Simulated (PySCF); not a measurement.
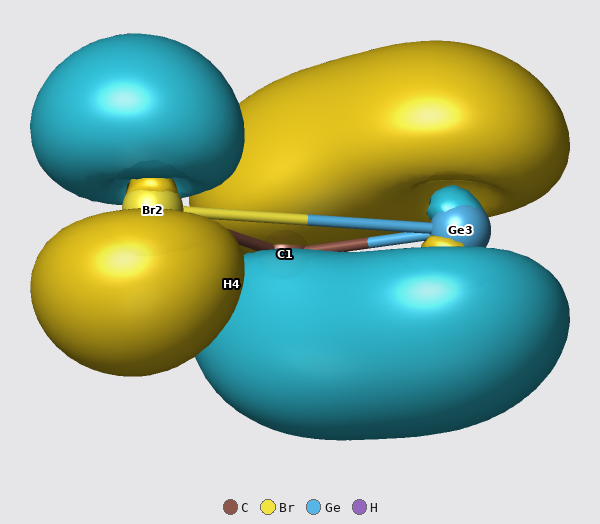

CHBrGe. One frontier orbital at ±0.1 Å⁻³ᐟ² (yellow and cyan are the two phases), seen from one side.

Geometry: PBE0-D3(BJ)/def2-SVP.

All numbers below come from Gaussian-basis quantum chemistry of an isolated molecule with PySCF, energy and nuclear gradient, functional PBE0 in PySCF.

Input file:

```
import pyscf.grad
from pyscf import gto, dft

system = gto.M(
    atom=[
    ('C', (-3.007795, -0.855383, 0.725317)),
    ('Br', (-1.477250, -1.467372, 1.733186)),
    ('Ge', (-2.296470, -0.541652, -0.901097)),
    ('H', (-3.934223, -0.824592, 1.303951)),
],
    max_memory=3720,
    basis='def2-tzvpd',
    spin=0,
    verbose=3,
)

ks = dft.RKS(system, xc='pbe0')
ks = ks.density_fit(auxbasis='def2-universal-jkfit')
ks.grids.level = 3
ks.conv_tol = 1e-09
ks.max_cycle = 100
ks.kernel()
if not ks.converged:
    ks = ks.newton().run(ks.mo_coeff, ks.mo_occ)

e_final = ks.e_tot
print(f'total energy: {e_final:.8f} hartree')
grad = ks.Gradients().kernel()
dip = ks.dip_moment()
pop, q = ks.mulliken_pop()
```

Run with:

```sh
OMP_NUM_THREADS=2 python run.py
```

Which orbital is it: HOMO or LUMO?

Answer. The HOMO, at −6.09 eV. It lies mainly on Ge3 (about 35 %), C1 (about 35 %) and Br2 (about 25 %); it changes sign across the molecular plane (π type); π-bonding across C1–Ge3; π-antibonding (a node) across C1–Br2 and Br2–Ge3.
